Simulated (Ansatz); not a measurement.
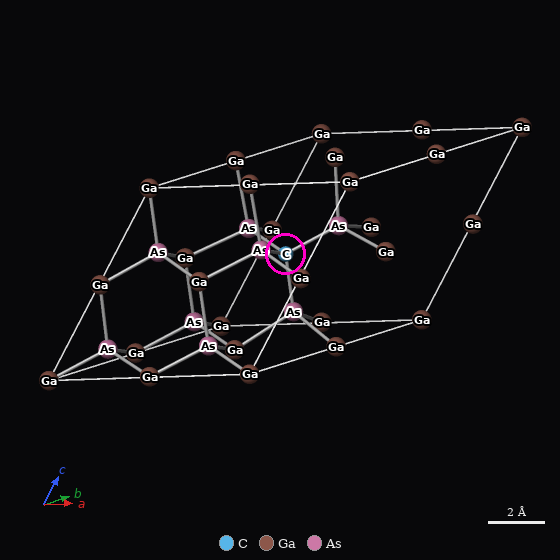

The image is a ball-and-stick drawing of a crystal, viewed from a general direction. The frame is the supercell; atoms at its boundary are shown with their periodic copies. The host is GaAs, in a cell of 16 sites, and the cell carries a charge of +1. A ring marks the defect's site.

Q: What imperfection does the supercell contain?

A: Carbon on a gallium site (a substitutional impurity). It is bonded to four As in a tetrahedral arrangement at about 2.2 Å.

The atoms were relaxed in the host's cell with DFT LDA, scalar-relativistic, plane waves, PAW in Ansatz.
